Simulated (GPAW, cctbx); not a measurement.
## Be3Bi: deformation density and structure factors from DFT

Question: by how much does bonding change the X-ray structure factors of Be3Bi, how firmly does DFT give the change, and what does a routine refinement make of it?

The start was made by putting kin elements into a known structure type; the compound need not exist, or be stable, in this form. All numbers below are calculated.

## Step 1: Relax the structure

The density hangs on the geometry, so cell and atoms are relaxed first, with the symmetry held. The cutoff is set higher than for the density because stress converges slowly with plane waves.

Settings: GPAW 26.7.0, PBE, 570 eV, 5×5×5 k-points, Fermi–Dirac width 0.1 eV, BFGS to 0.03 eV/Å.

```text
cell
1.0
     3.867000000    0.000000000    0.000000000
     0.000000000    3.867000000    0.000000000
     0.000000000    0.000000000    3.867000000
Bi Be
1 3
Direct
0.000000000 0.000000000 0.000000000
0.500000000 0.500000000 0.000000000
0.500000000 0.000000000 0.500000000
0.000000000 0.500000000 0.500000000
```

```console
$ OMP_NUM_THREADS=1 mpirun -n 4 gpaw python run.py > gpaw.log
```

```text
BFGS:    0      -12.230937        0.249679
BFGS:    1      -12.233576        0.231424
BFGS:    2      -12.249939        0.003208
cell  3.9145 3.9145 3.9145  90.00 90.00 90.00
volume 59.981 A^3, largest force 0.000 eV/A, largest stress 0.03 GPa
```

After 2 steps the volume has changed by +3.7 % and the energy by -0.019 eV; the largest stress left is 0.03 GPa. It took 15 s on 4 cores of Intel(R) Xeon(R) Platinum 8488C (Sapphire Rapids) (shared host), peak memory 0.7 GiB.

Relaxed structure: Pm-3m (no. 221), a = 3.9145 Å, b = 3.9145 Å, c = 3.9145 Å, α = 90.00°, β = 90.00°, γ = 90.00°.

```csv
atom,mult.,x,y,z
Bi1,1,0,0,0
Be1,3,1/2,1/2,0
```

## Step 2: Density and charge transfer

X-rays see the whole electron density, so the PAW density is rebuilt with its core regions. Subtracting spherical free atoms from the same code cancels the cores and leaves the deformation density Δρ, the part due to bonding.

Settings: PBE, 450 eV, 6×6×6 k-points, Fermi–Dirac width 0.1 eV; primitive cell of 4 atoms.

```console
$ OMP_NUM_THREADS=1 mpirun -n 4 gpaw python run.py > gpaw.log
```

```text
|iter:   1|       0s |  -12.335463 | -0.22 |       |
|iter:   2|       0s |  -12.316442 | -2.76 | -1.45 |
|iter:   3|       1s |  -12.242398 | -2.41 | -1.48 |
...
|iter:   6|       2s |  -12.248164c| -5.66 | -3.23 |
|iter:   7|       2s |  -12.248164c| -6.45 | -4.00 |
|iter:   8|       2s |  -12.248164c| -7.56c| -4.85c|
```

```text
grid (40, 40, 40)  electrons 95.000  moved by bonding 0.338 e
deformation density beyond 0.5 A of the nuclei: max 0.024, min -0.050 e/A^3
atom        x       y       z   Voronoi charge  moment
Bi1    0.0000  0.0000  0.0000      0.111       0.00
Be2    0.5000  0.5000  0.0000     -0.037       0.00
Be3    0.5000  0.0000  0.5000     -0.037       0.00
Be4    0.0000  0.5000  0.5000     -0.037       0.00
mean inner potential of superposed free atoms 17.777 V
total magnetic moment 0.000 muB
```

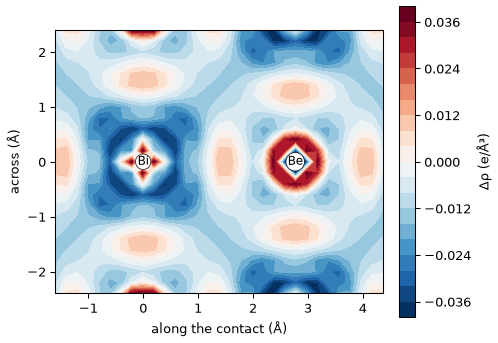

Deformation density in a plane through the shortest contact of the Bi atom at the origin; red gains electrons, blue loses them.

Be gains most (-0.04 e) and Bi loses most (+0.11 e), which isn't the order of electronegativity: valence and coordination count too, and Voronoi cells cut space at the midplane whatever the atoms' sizes. Along the shortest contact from the Bi atom at the map's origin, Bi–Be at 2.77 Å, Δρ is +0.01 e/Å³ at the midpoint: little piles up between the atoms, as is usual in a metallic crystal, which this run finds. At the midpoints of other shortest contacts it is +0.01 (Be–Be, 2.77 Å) e/Å³. Point values carry grid noise of about 0.01 e/Å³. The run needed 8 iterations, 8.6 s.

## Step 3: From the density to structure factors

The Fourier components of Δρ, added to those of the free atoms, give the static X-ray structure factors; the Mott–Bethe relation turns them into the Fourier components V of the potential that fast electrons feel.

```text
static structure factors of the conventional cell: F in electrons, V (Mott-Bethe) in volts
   h  k  l      d  |F| table  |F| free   |F| DFT   change   |V| free  |V| DFT  change %
   0  1  0  3.9145    73.507    73.436    73.324   -0.112     6.515    6.646      2.0
   0  1  1  2.7680    69.611    69.563    69.547   -0.017     5.525    5.535      0.2
   1  1  1  2.2600    74.317    74.312    74.260   -0.052     8.075    8.095      0.3
   0  2  0  1.9573    71.208    71.194    71.012   -0.182     6.969    7.022      0.8
   0  2  1  1.7506    61.761    61.756    61.747   -0.010     4.038    4.040      0.1
   1  2  1  1.5981    59.818    59.816    59.841    0.024     3.744    3.739     -0.1
   0  2  2  1.3840    62.853    62.814    62.870    0.056     4.711    4.703     -0.2
   1  2  2  1.3048    55.104    55.093    55.113    0.020     3.110    3.108     -0.1
   0  3  0  1.3048    55.104    55.093    55.108    0.015     3.110    3.108     -0.1
   0  3  1  1.2379    53.803    53.788    53.797    0.010     2.952    2.951     -0.0
   1  3  1  1.1803    58.537    58.491    58.519    0.027     3.886    3.883     -0.1
   2  2  2  1.1300    57.306    57.260    57.299    0.039     3.683    3.679     -0.1
   0  3  2  1.0857    50.457    50.436    50.441    0.006     2.573    2.572     -0.0
   1  3  2  1.0462    49.492    49.470    49.478    0.008     2.470    2.469     -0.0
```

The largest X-ray change is -0.18 e on 020, 0.3 % of |F|. For electrons V goes as (Z − F)/g², so a change of F counts against Z − F, which is small at low angle and wherever the atoms' terms cancel: |V| of 010 moves by +2.0 % (6.51 to 6.65 V) against -0.2 % in |F|. The tabulated Hartree–Fock atoms differ from the free DFT atoms by up to 0.07 e, so the choice of reference atom matters too.

## Step 4: Which functional?

The same geometry is run with other functionals, to see whether the bonding signal is larger than the spread between approximations. Free atoms are LDA for LDA and PBE otherwise. Any other changed setting is in the row's label.

| run | ΔF 020 (e) | ΔF 010 (e) | ΔF 022 (e) | q(Be) (e) | moved (e) | time |
| --- | --- | --- | --- | --- | --- | --- |
| PBE | -0.182 | -0.112 | +0.056 | -0.037 | 0.338 | 8.6 s |
| LDA | -0.177 | -0.107 | +0.049 | -0.033 | 0.325 | 5.4 s |
| RPBE | -0.188 | -0.114 | +0.062 | -0.039 | 0.344 | 5.6 s |

At the base's settings ΔF(020) spans -0.188 to -0.177 e, a spread of 6 % of the PBE value; over the three listed reflections the spread is at most 23 %, so sign and size hold across the functionals. Times are from shared hosts.

## Step 5: What a spherical-atom refinement makes of it

Routine crystallography fits spherical atoms. To see the bias, intensities are simulated from tabulated atoms plus the DFT change ΔF, so that bonding alone can misfit (2776 reflections of the full sphere, merged to the counts below, to 0.45 Å, 1 % proportional noise plus counting noise, assumed isotropic U as listed, Δρ smeared by the mean U) and refined with cctbx over different ranges.

| range | data | R1 | GooF | U Bi1 (true 0.0037) | U Be1 (true 0.0093) | largest shift (Å) | Δρ max, min (e/Å³) |
| --- | --- | --- | --- | --- | --- | --- | --- |
| all data | 100 | 0.0013 | 0.94 | 0.0037 | 0.0096 | 0.0000 | 0.11, -0.17 |
| low resolution, d > 0.84 | 22 | 0.0015 | 0.99 | 0.0037 | 0.0097 | 0.0000 | 0.13, -0.10 |
| high order, d < 0.75 | 70 | 0.0012 | 0.93 | 0.0037 | 0.0096 | 0.0000 | 0.11, -0.13 |
| occupancies free, d > 0.7 | 33 | 0.0014 | 1.02 | 0.0037 | 0.0105 | 0.0000 | 0.12, -0.08 |

With all data GooF is 0.94, so at this noise the bonding hardly shows; the top residual peak, near noise level, lies 0.40 Å from Be and 2.50 Å from Be. No U is off by more than 3 s.u. at low resolution. Symmetry fixes every coordinate, so the shifts are zero by construction. With Bi1 held at 1 and the scale free, the other occupancies refine to Be1 1.018(0.015), within three s.u. of full.

## Step 6: Answer

Bonding moves 0.34 e in the primitive cell of Be3Bi and changes the structure factors of the conventional cell in the table above by at most 0.18 e (020, 0.3 %). The shortest bond, Bi–Be, has Δρ = +0.01 e/Å³ at its midpoint, with no localised bond charge. At the base's settings ΔF(020) spans -0.188 to -0.177 e, a spread of 6 % of the PBE value; over the three listed reflections the spread is at most 23 %, so sign and size hold across the functionals. With all data GooF is 0.94, so at this noise the bonding hardly shows. Limits: static density, frozen cores, no spin–orbit coupling.

[Outputs are excerpts: Python notices, other lines and further rows are left out; steps that failed or that the build refused (PBEsol, TPSS) are not shown.]

[Logs are printed without paths, hosts, clocks, repeated set-up lines and the standing remarks that a program may print on its own settings, such as how far it seeks lower states.]
